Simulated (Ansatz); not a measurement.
# SiMeH3 (CH6Si): one molecule under many settings

Aim: run SiMeH3 (CH6Si) under a spread of inputs, and see what each costs and gives.

Computed with Ansatz 0.2.0, Gaussian basis. Level: the settings change from run to run.

**1. The molecule**

The structure was relaxed beforehand with r2SCAN-D4 in a triple-zeta def2 set.

8 atoms, charge 0, spin multiplicity 1.

Atoms are counted from 1 here; the program's logs count them from 0.

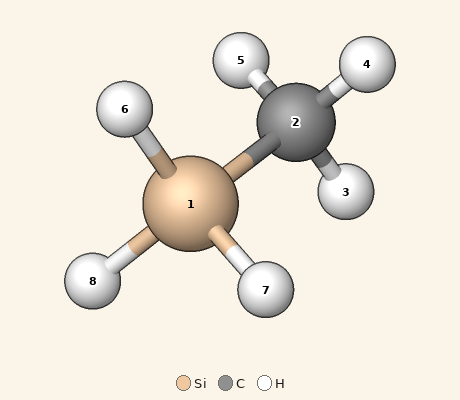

The geometry (silicon light orange, carbon grey, hydrogen white); atoms are numbered from 1 in the order of the file.

**2. r2SCANh/def2-TZVP**

Set apart from the defaults: density fitting with def2-universal-jkfit, a point charge of 1.00 e beside it, D3(BJ) dispersion, the search for lower states set to light.

File in.yaml:

```yaml
crystal:
  periodic: [false, false, false]
  atoms:
    - {symbol: Si, position_ang: [-0.001992, 0.003007, -0.884570]}
    - {symbol: C, position_ang: [0.002253, -0.003385, 0.986233]}
    - {symbol: H, position_ang: [-1.016919, 0.037160, 1.376847]}
    - {symbol: H, position_ang: [0.549449, 0.857726, 1.376100]}
    - {symbol: H, position_ang: [0.476889, -0.909051, 1.370156]}
    - {symbol: H, position_ang: [1.388130, -0.031142, -1.411617]}
    - {symbol: H, position_ang: [-0.667703, 1.227746, -1.402433]}
    - {symbol: H, position_ang: [-0.730108, -1.182061, -1.410715]}
basis:
  gaussian: {orbitals: def2-TZVP, fitting: {mean_field: def2-universal-jkfit}, point_charges: [{charge: 1.00, position_ang: [4.974, 0.079, 0.502]}]}
hamiltonian: {xc: {name: r2SCANh}, dispersion: d3bj}
scf: {lower_state_search: light}
output: {forces: true}
```

Run with:

```
$ ansatz run in.yaml --threads 4 --pin off --events-out ev --progress --plain --max-ram 3916MiB
```

The program printed (excerpt; [...] marks lines left out):

```text
Warning: the engine holds no damping parameters fitted to this dispersion correction and functional, so the run takes those fitted to r2scanh beside the three-body term, which d3bj leaves out (hamiltonian.dispersion, under Limitations)
Functional definition: r2SCANh
  name "r2SCANh"
  cite "Bursch, Neugebauer, Ehlert & Grimme, J. Chem. Phys. 156, 134105 (2022) doi:10.1063/5.0086040"
  cite "Furness, Kaplan, Ning, Perdew & Sun, J. Phys. Chem. Lett. 11, 8208 (2020) doi:10.1021/acs.jpclett.0c02405"
  cite "Furness, Kaplan, Ning, Perdew & Sun, J. Phys. Chem. Lett. 11, 9248 (2020) doi:10.1021/acs.jpclett.0c03077"
  parent r2scan
[...]
311 factors; integrals over basis functions are off by at most 6.3e-1 eV
[...]
mean field -9011.63082478 eV, -331.1713245081 hartree, gradient 2.8e-5 eV, S^2 0.000000; 0 other end points of the search recorded, 0 dependent functions left out
[...]
reference -9011.63083564 eV, -331.1713249071 hartree; 13, 13 occupied and 91, 91 virtual orbitals, 311 factors
Total energy: -9011.66183719 eV, -331.1724641931 hartree
Atom 0 at    -0.001992     0.003007    -0.884570 Å, force    -0.535913     0.001116    -0.067983 eV/Å
Atom 1 at     0.002253    -0.003385     0.986233 Å, force     0.190710    -0.011058    -0.033775 eV/Å
Atom 2 at    -1.016919     0.037160     1.376847 Å, force     0.103498    -0.002150    -0.030737 eV/Å
Atom 3 at     0.549449     0.857726     1.376100 Å, force    -0.090260     0.014949     0.040765 eV/Å
Atom 4 at     0.476889    -0.909051     1.370156 Å, force    -0.084456    -0.001443     0.031896 eV/Å
Atom 5 at     1.388130    -0.031142    -1.411617 Å, force     0.171740     0.000522     0.039621 eV/Å
Atom 6 at    -0.667703     1.227746    -1.402433 Å, force     0.143964    -0.058476     0.029091 eV/Å
Atom 7 at    -0.730108    -1.182061    -1.410715 Å, force     0.146355     0.058719     0.029686 eV/Å
Dipole moment:    -0.210768    -0.003853     0.148900 e Å
```

Run time: 1.5 s. Hardware: 4 threads of Arm Neoverse V1, shared host.

Largest force 0.540 eV/Å, dipole 1.24 D.

**3. wB97/def2-SVP**

Set apart from the defaults: density fitting with cc-pVTZ-jkfit.

in.yaml: that of step 2 with these lines changed.

```diff
@@ -12,5 +12,5 @@
 basis:
-  gaussian: {orbitals: def2-TZVP, fitting: {mean_field: def2-universal-jkfit}, point_charges: [{charge: 1.00, position_ang: [4.974, 0.079, 0.502]}]}
-hamiltonian: {xc: {name: r2SCANh}, dispersion: d3bj}
-scf: {lower_state_search: light}
+  gaussian: {orbitals: def2-SVP, fitting: {mean_field: cc-pVTZ-jkfit}}
+hamiltonian: {xc: {name: wB97}}
+scf: {omitted_lower_state_checks: [starts]}
 output: {forces: true}
```

Same command.

The program printed (excerpt; [...] marks lines left out):

```text
Functional definition: wB97
  name "wB97"
  cite "Chai & Head-Gordon, J. Chem. Phys. 128, 084106 (2008) doi:10.1063/1.2834918"
  cite "Becke, J. Chem. Phys. 107, 8554 (1997) doi:10.1063/1.475007"
[...]
  # The coefficients of nought are those of the uniform gas.
[...]
      + integral(e_c_pw_opposite_spin*poly(b97_u_opposite, 1, cos1, cos2, cos3, cos4))
[...]
380 factors; integrals over basis functions are off by at most 1.2e-1 eV
380 factors; integrals over basis functions are off by at most 9.1e-7 eV
[...]
mean field -9008.63394417 eV, -331.0611911769 hartree, gradient 6.1e-6 eV, S^2 0.000000; 0 other end points of the search recorded, 0 dependent functions left out
[...]
reference -9008.63393598 eV, -331.0611908759 hartree; 13, 13 occupied and 49, 49 virtual orbitals, 380 factors
Total energy: -9008.63393598 eV, -331.0611908759 hartree
Atom 0 at    -0.001992     0.003007    -0.884570 Å, force    -0.000292     0.000440     0.004646 eV/Å
Atom 1 at     0.002253    -0.003385     0.986233 Å, force    -0.000517     0.000709    -0.222918 eV/Å
Atom 2 at    -1.016919     0.037160     1.376847 Å, force    -0.317347     0.010865     0.133957 eV/Å
Atom 3 at     0.549449     0.857726     1.376100 Å, force     0.169042     0.268995     0.133713 eV/Å
Atom 4 at     0.476889    -0.909051     1.370156 Å, force     0.149469    -0.281598     0.132345 eV/Å
Atom 5 at     1.388130    -0.031142    -1.411617 Å, force     0.141593    -0.004803    -0.060774 eV/Å
Atom 6 at    -0.667703     1.227746    -1.402433 Å, force    -0.066814     0.125669    -0.060252 eV/Å
Atom 7 at    -0.730108    -1.182061    -1.410715 Å, force    -0.075134    -0.120276    -0.060716 eV/Å
Dipole moment:     0.000395    -0.000584     0.158262 e Å
Checks for a lower state left out: starts
```

It took 0.95 s on 4 threads of Arm Neoverse V1, shared host.

Largest force 0.345 eV/Å, dipole 0.76 D.

**4. revPBE/6-31++G****

Set apart from the defaults: D3(BJ) dispersion.

in.yaml: that of step 3 with these lines changed.

```diff
@@ -12,5 +12,4 @@
 basis:
-  gaussian: {orbitals: def2-SVP, fitting: {mean_field: cc-pVTZ-jkfit}}
-hamiltonian: {xc: {name: wB97}}
+  gaussian: {orbitals: "6-31++G**"}
+hamiltonian: {xc: {name: revPBE}, dispersion: d3bj}
 scf: {omitted_lower_state_checks: [starts]}
-output: {forces: true}
```

The command is unchanged.

The program printed:

```text
Functional definition: revPBE
  name "revPBE"
  cite "Zhang & Yang, Phys. Rev. Lett. 80, 890 (1998) doi:10.1103/PhysRevLett.80.890"
  cite "Perdew, Burke & Ernzerhof, Phys. Rev. Lett. 77, 3865 (1996) doi:10.1103/PhysRevLett.77.3865"
  parameter kappa = 1.245
  parameter beta = 0.06672455060314922
  exchange = pbe_x(kappa = kappa, mu = beta*pi^2/3)
  correlation = pbe_c(beta = beta)
these checks for a lower state are left out or cut short: starts
807 factors; their error is unknown
mean field evaluation 1: about -9001.4674 eV, gradient 5.9e1 eV
mean field evaluation 2: about -8989.0576 eV, gradient 8.2e1 eV
mean field evaluation 4: about -9010.2057 eV, gradient 1.8e0 eV
mean field evaluation 8: about -9010.2163 eV, gradient 7.4e-2 eV
mean field evaluation 16: about -9010.1766 eV, gradient 2.5e-5 eV
mean field -9010.17663412 eV, -331.1178839867 hartree, gradient 2.5e-5 eV, S^2 0.000000; 0 other end points of the search recorded, 0 dependent functions left out
reference -9010.17673591 eV, -331.1178877277 hartree; 13, 13 occupied and 65, 65 virtual orbitals, 807 factors
Total energy: -9010.47194848 eV, -331.1287365895 hartree
Checks for a lower state left out: starts
```

Run time: 0.55 s. Hardware: 4 threads of Arm Neoverse V1, shared host.

**5. CAM-B3LYP/6-31G**

in.yaml: that of step 4 with these lines changed.

```diff
@@ -12,4 +12,4 @@
 basis:
-  gaussian: {orbitals: "6-31++G**"}
-hamiltonian: {xc: {name: revPBE}, dispersion: d3bj}
-scf: {omitted_lower_state_checks: [starts]}
+  gaussian: {orbitals: 6-31G}
+hamiltonian: {xc: {name: CAM-B3LYP}}
+output: {forces: true}
```

The command is unchanged.

The program printed (excerpt; [...] marks lines left out):

```text
Functional definition: CAM-B3LYP
  name "CAM-B3LYP"
  cite "Yanai, Tew & Handy, Chem. Phys. Lett. 393, 51 (2004) doi:10.1016/j.cplett.2004.06.011"
  cite "Iikura, Tsuneda, Yanai & Hirao, J. Chem. Phys. 115, 3540 (2001) doi:10.1063/1.1383587"
  cite "Becke, Phys. Rev. A 38, 3098 (1988) doi:10.1103/PhysRevA.38.3098"
  cite "Lee, Yang & Parr, Phys. Rev. B 37, 785 (1988) doi:10.1103/PhysRevB.37.785"
  cite "Vosko, Wilk & Nusair, Can. J. Phys. 58, 1200 (1980) doi:10.1139/p80-159"
[...]
  # Exact exchange under (alpha + beta erf(omega r))/r, Becke's under what is left of 1/r.
[...]
459 factors; integrals over basis functions are off by at most 2.1e-4 eV
216 factors; integrals over basis functions are off by at most 4.9e-6 eV
[...]
mean field -9010.06169025 eV, -331.1136598775 hartree, gradient 2.6e-5 eV, S^2 0.000000; 0 other end points of the search recorded, 0 dependent functions left out
[...]
reference -9010.06178385 eV, -331.1136633172 hartree; 13, 13 occupied and 21, 21 virtual orbitals, 459 factors
Total energy: -9010.06178385 eV, -331.1136633172 hartree
Atom 0 at    -0.001992     0.003007    -0.884570 Å, force    -0.001110     0.001663    -0.361012 eV/Å
Atom 1 at     0.002253    -0.003385     0.986233 Å, force     0.001384    -0.002047     0.563962 eV/Å
Atom 2 at    -1.016919     0.037160     1.376847 Å, force    -0.023236    -0.000445     0.043734 eV/Å
Atom 3 at     0.549449     0.857726     1.376100 Å, force     0.011543     0.020247     0.043744 eV/Å
Atom 4 at     0.476889    -0.909051     1.370156 Å, force     0.012163    -0.020560     0.044099 eV/Å
Atom 5 at     1.388130    -0.031142    -1.411617 Å, force     0.216428    -0.006230    -0.111886 eV/Å
Atom 6 at    -0.667703     1.227746    -1.402433 Å, force    -0.103019     0.191560    -0.110862 eV/Å
Atom 7 at    -0.730108    -1.182061    -1.410715 Å, force    -0.114153    -0.184187    -0.111781 eV/Å
Dipole moment:     0.000378    -0.000559     0.151268 e Å
```

Wall time 0.45 s (4 threads of Arm Neoverse V1, shared host).

Largest force 0.564 eV/Å, dipole 0.73 D.

**6. All runs side by side**

| level | charge | multiplicity | geometry | functions | energy (eV) | time |
| --- | --- | --- | --- | --- | --- | --- |
| r2SCANh/def2-TZVP | 0 | 1 | relaxed, point charge | 104 | -9011.662 | 1.5 s |
| wB97/def2-SVP | 0 | 1 | relaxed | 62 | -9008.634 | 0.95 s |
| revPBE/6-31++G** | 0 | 1 | relaxed | 78 | -9010.472 | 0.55 s |
| CAM-B3LYP/6-31G | 0 | 1 | relaxed | 34 | -9010.062 | 0.45 s |

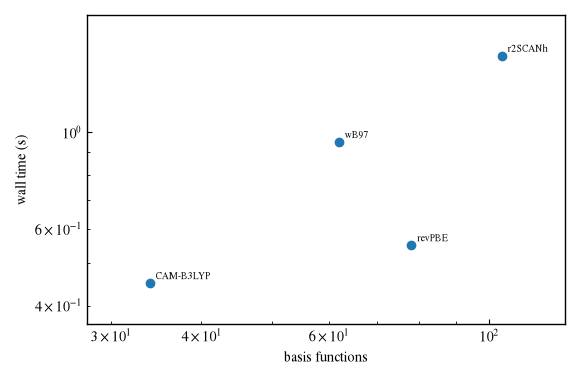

Wall time against the number of basis functions (shared host).

**7. Results**

| quantity | value |
| --- | --- |
| runs | 4 |
| quickest | CAM-B3LYP/6-31G, 0.45 s |
| slowest | r2SCANh/def2-TZVP, 1.5 s |
| spread of total energies, same state and geometry | 1.8 eV |
| dipole, same state and geometry | 0.73 to 0.76 D |

Run time spans a factor of 3, from CAM-B3LYP/6-31G to r2SCANh/def2-TZVP. The jobs differ in tasks and options as well as level. The totals spread over 2 eV; they can't be compared across methods or bases. At the r2SCAN-D4/def2-TZVP geometry and in the same state, runs without warnings or point charges leave forces up to 0.56 eV/Å (CAM-B3LYP/6-31G).
